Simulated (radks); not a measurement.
**Run report: V, atomic calculation**

- system: atomic vanadium (V) in the configuration [Ar] 3d2 4s2 4p1 (high spin).
- method: scalar-relativistic Kohn-Sham, r2SCAN, spin-polarised, spherical densities, finite nucleus (the in-house radial solver radks)

**Input file**
```
Z 23
configuration [Ar] 3d2 4s2 4p1
relativity scalar-relativistic
functional r2scan,r2scan
spin polarised
nucleus finite rms 3.6002 fm
c 137.035999084
```

Energies in input and log are in hartree, lengths in bohr (the nuclear radius in fm).

**The program's output**
```
1s      1   1.0000        -198.17647189
2s      1   1.0000         -22.73304920
2p      1   3.0000         -18.97625625
3s      1   1.0000          -2.96174097
3p      1   3.0000          -1.94770655
3d      1   2.0000          -0.42388350
4s      1   1.0000          -0.26607148
4p      1   1.0000          -0.10959681
1s      2   1.0000        -198.17586057
2s      2   1.0000         -22.69602147
2p      2   3.0000         -18.94693102
3s      2   1.0000          -2.85782311
3p      2   3.0000          -1.84419613
3d      2   0.0000          -0.32421987
4s      2   1.0000          -0.21825207
4p      2   0.0000          -0.06961025
Etot -949.0218112290548
Ekin 957.8631102770995
Encl -2253.481976791748
Eh 391.67932506065057
Exc -45.082269775057156
err 8.330357012755718e-07
it 15
```

**Orbitals**

| orbital | occupation | energy (eV) | ⟨r⟩ (bohr) | outer maximum (bohr) |
| --- | --- | --- | --- | --- |
| 1s up | 1 | −5392.7 | 0.06645 | 0.0435 |
| 1s down | 1 | −5392.6 | 0.06645 | 0.0435 |
| 2s up | 1 | −618.598 | 0.3076 | 0.255 |
| 2s down | 1 | −617.590 | 0.3072 | 0.255 |
| 2p up | 3 | −516.370 | 0.2740 | 0.208 |
| 2p down | 3 | −515.572 | 0.2736 | 0.208 |
| 3s up | 1 | −80.593 | 0.9384 | 0.815 |
| 3s down | 1 | −77.765 | 0.9405 | 0.816 |
| 3p up | 3 | −53.000 | 0.9989 | 0.840 |
| 3p down | 3 | −50.183 | 1.002 | 0.841 |
| 3d up | 2 | −11.534 | 1.259 | 0.863 |
| 3d down | 0 | −8.822 | 1.301 | 0.871 |
| 4s up | 1 | −7.240 | 3.064 | 2.58 |
| 4s down | 1 | −5.939 | 3.148 | 2.64 |
| 4p up | 1 | −2.982 | 3.866 | 3.17 |
| 4p down | 0 | −1.894 | 3.918 | 3.28 |

**Slater integrals of the outer shells (hartree)**

| integral | value |
| --- | --- |
| F0(4p,4p) | 0.2340 |
| F2(4p,4p) | 0.1222 |
| F0(4p,4s) | 0.2586 |
| G1(4p,4s) | 0.1661 |
| F0(4p,3d) | 0.3024 |
| F2(4p,3d) | 0.0659 |
| G1(4p,3d) | 0.0287 |
| G3(4p,3d) | 0.0232 |
| F0(4p,3p) | 0.3077 |
| F2(4p,3p) | 0.0510 |
| G0(4p,3p) | 0.0118 |
| G2(4p,3p) | 0.0136 |
| F0(4s,4s) | 0.2945 |
| F0(4s,3d) | 0.3702 |

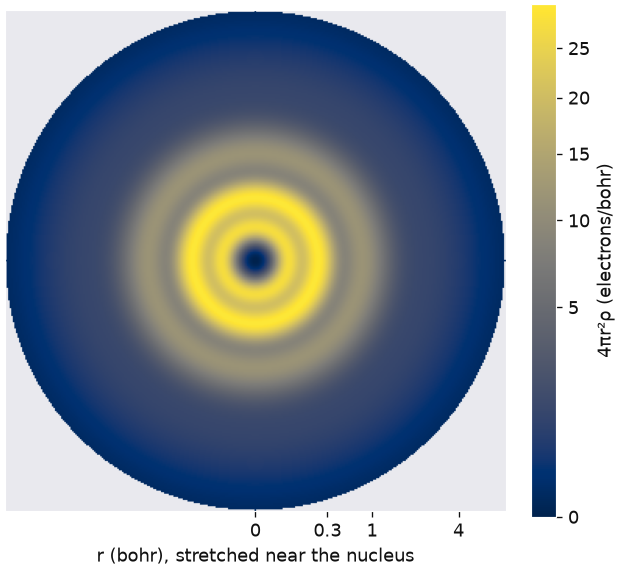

Figure 1. The radial density 4πr²ρ as a disc about the nucleus, with the radius drawn as r to the power 0.4. There are 3 maxima, at r = 0.0458, 0.215 and 0.810 bohr, parted by minima at 0.103 and 0.530 bohr, inside which lie 2.1 and 10.5 electrons. The configuration has 4 principal shells, so not every shell has a maximum of its own.

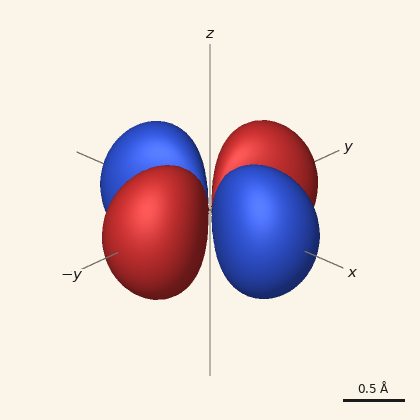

Figure 2. One occupied orbital of up spin is shown. The surface of constant |ψ| that holds about 80 % of the electron is drawn, blue where ψ is positive and red where it is negative. The radial function comes from the spherical calculation and is multiplied by a real spherical harmonic; the overall sign is chosen so that the largest lobe of P(r) is positive; at the scalar-relativistic level it is the large component. It is 3d(x²−y²) of up spin. It has two nodal planes at 45° to x and y and no radial node. The maximum of P² lies at 0.863 bohr, ⟨r⟩ = 1.26 bohr, 90 % of the charge lies within 2.14 bohr, and the eigenvalue is −11.5 eV, with 2 electrons in the shell for this spin.

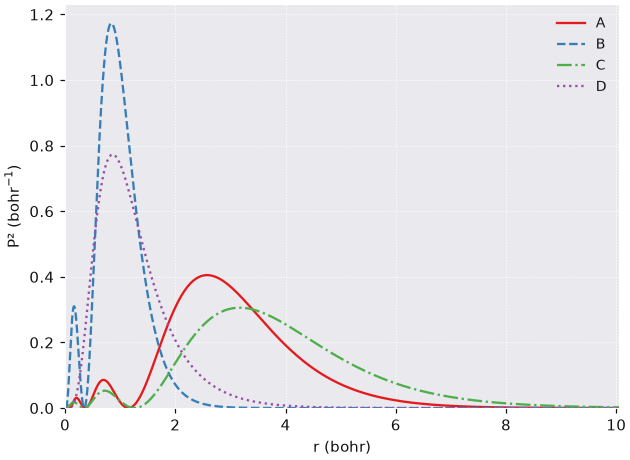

Figure 3. The radial probability densities P² of 4s up, 3p up, 3d up and 4p up. A is 4s up; B is 3p up; C is 4p up; D is 3d up. 3p up: outer maximum at 0.840 bohr, ⟨r⟩ = 0.999 bohr, 1 node, eigenvalue −53.0 eV; 3d up: outer maximum at 0.863 bohr, ⟨r⟩ = 1.26 bohr, 0 nodes, eigenvalue −11.5 eV; 4s up: outer maximum at 2.58 bohr, ⟨r⟩ = 3.06 bohr, 3 nodes, eigenvalue −7.24 eV; 4p up: outer maximum at 3.17 bohr, ⟨r⟩ = 3.87 bohr, 2 nodes, eigenvalue −2.98 eV.

**Key numbers**

| quantity | value |
| --- | --- |
| outcome | converged |
| total energy | −949.021811 hartree |
| kinetic energy | 957.863110 hartree |
| electron–nucleus energy | −2253.4820 hartree |
| Hartree energy | 391.679325 hartree |
| exchange–correlation energy | −45.082270 hartree |
| radius at density 0.001 e/bohr³ | 4.98 bohr |
| SCF iterations | 15 |
| hardware | 1 CPU thread, shared host |
